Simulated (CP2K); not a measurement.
# CH3AlFN (SMILES F[CH]1[NH][AlH]1): a first try and a second

Aim: energy and forces of CH3AlFN at GFN2-xTB.

The results are computed with CP2K 2026.2.

2 further runs of the same task are left out: 1 that didn't finish, 1 set aside as unsound or not needed.

### Step 1. The structure to begin with

The species is CH3AlFN (7 atoms), meant as a singlet with charge 0. As SMILES, `F[CH]1[NH][AlH]1`. Geometry: a GFN2-xTB relaxation, a rough one for these elements and not checked as a minimum.

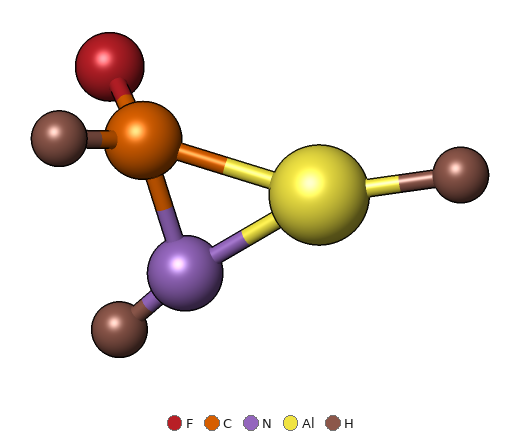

Viewed from a chosen angle; fluorine red, carbon orange, nitrogen purple, aluminium yellow, hydrogen brown.

### Step 2. First attempt

mol.inp

```
&GLOBAL
 PROJECT mol
 RUN_TYPE ENERGY_FORCE
 PRINT_LEVEL MEDIUM
&END GLOBAL

&FORCE_EVAL
 METHOD Quickstep
 &DFT
  CHARGE 1
  MULTIPLICITY 1
  &QS
   METHOD XTB
   EPS_DEFAULT 1.0E-10
   &XTB
    GFN_TYPE TBLITE
    &TBLITE
     METHOD GFN2
    &END TBLITE
    CHECK_ATOMIC_CHARGES F
   &END XTB
  &END QS
  &POISSON
   PERIODIC NONE
   POISSON_SOLVER ANALYTIC
  &END POISSON
  &SCF
   SCF_GUESS ATOMIC
   EPS_SCF 1.0E-07
   MAX_SCF 150
   ADDED_MOS 4
   &DIAGONALIZATION
    ALGORITHM STANDARD
   &END DIAGONALIZATION
   &MIXING
    METHOD DIRECT_P_MIXING
    ALPHA 0.4
   &END MIXING
   &SMEAR ON
    METHOD FERMI_DIRAC
    ELECTRONIC_TEMPERATURE [K] 300
   &END SMEAR
  &END SCF
  &PRINT
   &MOMENTS
    PERIODIC F
    REFERENCE COM
    MAX_MOMENT 1
   &END MOMENTS
   &MO ON
    ENERGIES T
    OCCUPATION_NUMBERS T
    NDIGITS 6
    &EACH
     QS_SCF 0
    &END EACH
    ADD_LAST NUMERIC
   &END MO
   &HIRSHFELD OFF
   &END HIRSHFELD
  &END PRINT
 &END DFT
 &SUBSYS
  # vacuum box
  &CELL
   ABC [angstrom] 13.8 13.1 12.5
   PERIODIC NONE
  &END CELL
  &COORD
   F      4.975240     6.569580     5.800855
   C      6.201140     7.152430     5.502625
   N      7.080300     7.285640     6.738715
   Al     7.839180     6.103080     5.691415
   H      5.950710     8.106280     5.024525
   H      6.752610     7.897200     7.475475
   H      8.824760     4.993720     5.311405
  &END COORD
 &END SUBSYS
 &PRINT
  &FORCES ON
  &END FORCES
 &END PRINT
&END FORCE_EVAL
```

Started as:

```bash
OMP_NUM_THREADS=1 cp2k.psmp -i mol.inp -o mol.out
```

What it wrote:

```text
CP2K| version string:                                       CP2K version 2026.2
[...]
 GLOBAL| Method name                                                        CP2K
[...]
 GLOBAL| Run type                                                   ENERGY_FORCE
[...]
                             - Atoms:                                          7
[...]
                             - Spherical basis functions:                     24
[...]
 Number of electrons:                                                         21
[...]
  *** SCF run converged in    25 steps ***
[...]
  Fermi energy:                                                -0.62636344610237
[...]
 TB_DIPOLE| Moment [Debye]          3.64827238       0.57484793      -0.63395955
 TB_DIPOLE| Derivative [a.u.]       0.00000000       0.00000000       0.00000000
[...]
 ENERGY| Total FORCE_EVAL ( QS ) energy [hartree]            -11.832501261229686
 FORCES| Atomic forces [hartree/bohr]
 FORCES|   Atom     x               y               z               |f|
 FORCES|      1  2.67305237E-02  1.05691376E-02 -7.04051255E-03   2.95938572E-02
 FORCES|      2 -4.07440184E-02  1.46173807E-02  5.17011068E-02   6.74295729E-02
 FORCES|      3 -2.02045720E-02  6.56607252E-03 -4.07243772E-02   4.59327001E-02
 FORCES|      4  3.89918395E-02 -2.69259419E-02  1.57590912E-03   4.74115322E-02
 FORCES|      5  5.34401929E-03 -1.90184527E-03 -1.27588582E-02   1.39629517E-02
 FORCES|      6 -5.17720238E-03 -5.40819257E-03  9.20909731E-03   1.18684222E-02
 FORCES|      7 -4.94058964E-03  2.48338896E-03 -1.96236523E-03   5.86749725E-03
 FORCES| Sum    -4.38017678E-16 -5.42101086E-17  2.34187669E-17
 FORCES| Total atomic force                                       4.41980385E-16
[...]
```

It took 1.1 s on 1 thread of Intel Xeon Platinum 8488C (Sapphire Rapids), shared host; peak memory 0.19 GiB.

### Step 3. Diagnosis

The run finished; that doesn't make the result usable.

Cause: the electron count doesn't fit the spin or reference typed: an even count needs an odd multiplicity, an odd count an even one. To mend it: charge 0 in place of 1. That is the species meant; for the charge typed, the multiplicity would have to change.

### Step 4. The mended input

mol.inp, as its differences from that of step 2:

```diff
@@ -1,3 +1,3 @@
 &GLOBAL
- PROJECT mol
+ PROJECT_NAME mol
  RUN_TYPE ENERGY_FORCE
@@ -9,4 +9,2 @@
  &DFT
-  CHARGE 1
-  MULTIPLICITY 1
   &QS
@@ -63,5 +61,4 @@
  &SUBSYS
-  # vacuum box
   &CELL
-   ABC [angstrom] 13.8 13.1 12.5
+   ABC 13.8 13.1 12.5
    PERIODIC NONE
```

Started as:

```bash
OMP_NUM_THREADS=1 cp2k.psmp -i mol.inp -o mol.out
```

What it wrote:

```text
CP2K| version string:                                       CP2K version 2026.2
[...]
 GLOBAL| Method name                                                        CP2K
[...]
 GLOBAL| Run type                                                   ENERGY_FORCE
[...]
                             - Atoms:                                          7
[...]
                             - Spherical basis functions:                     24
[...]
 Number of electrons:                                                         22
[...]
  *** SCF run converged in    23 steps ***
[...]
  Fermi energy:                                                -0.31969744036524
[...]
 TB_DIPOLE| Moment [Debye]          2.89048344      -0.19801733      -0.67697492
 TB_DIPOLE| Derivative [a.u.]       0.00000000       0.00000000       0.00000000
[...]
 ENERGY| Total FORCE_EVAL ( QS ) energy [hartree]            -12.326007755972009
 FORCES| Atomic forces [hartree/bohr]
 FORCES|   Atom     x               y               z               |f|
 FORCES|      1 -8.61661971E-05 -1.35327795E-04  1.58585330E-05   1.61213271E-04
 FORCES|      2  2.71925153E-04  1.20344827E-04 -1.38379350E-04   3.27986297E-04
 FORCES|      3  7.60844575E-05 -1.50333413E-04 -1.85582782E-04   2.50659029E-04
 FORCES|      4 -1.11374347E-04 -1.93648638E-04  6.04399632E-05   2.31423917E-04
 FORCES|      5 -1.19252693E-04  6.23098598E-05 -8.54683983E-06   1.34821259E-04
 FORCES|      6 -7.93025035E-05  2.79236801E-04  3.14674718E-04   4.28114770E-04
 FORCES|      7  4.80861302E-05  1.74183577E-05 -5.84642419E-05   7.76771696E-05
 FORCES| Sum     1.47925834E-17  4.99410626E-17 -4.65800358E-17
 FORCES| Total atomic force                                       6.98758184E-17
[...]
```

Wall time 1.2 s (1 thread of Intel Xeon Platinum 8488C (Sapphire Rapids), shared host); peak memory 0.19 GiB.

### Step 5. Results

Level: GFN2-xTB.

```
                                 quantity         value
                             total energy  -12.32601 Eh
dipole moment (from atomic charges alone)        2.98 D
                              HOMO energy      -9.92 eV
                              LUMO energy      -7.80 eV
                            HOMO–LUMO gap       2.12 eV
                 largest force on an atom    0.022 eV/Å
```

The dipole comes from point charges on the atoms alone, without atomic dipoles, so it is partial.
